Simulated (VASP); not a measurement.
Band structure of GePt (space group Pnma). Calculation: PBE GGA, VASP's PBE PAW potentials (set 64) (plane waves; VASP 6.6.1).

Unless said otherwise, spin-orbit coupling is left out, though it shifts the bands of the heavy elements here.

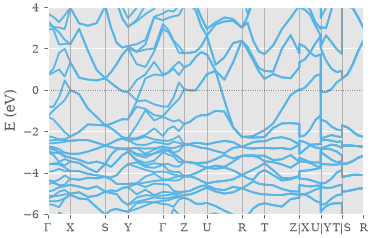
Fig. 1. Bands along high-symmetry lines, zero at the valence-band maximum or, without a gap, the Fermi level

### Question
Read the plot: is there a gap, and where are the band edges?

### Answer
It has no gap at this level: it comes out as a metal or semimetal.

The structure comes from a computed database's GePt entry; how it stands against other phases isn't given here. The cell was not relaxed at this level. The k-mesh is coarse (spacing up to 0.36 per Å, 2π included), so the numbers may not be converged in it.
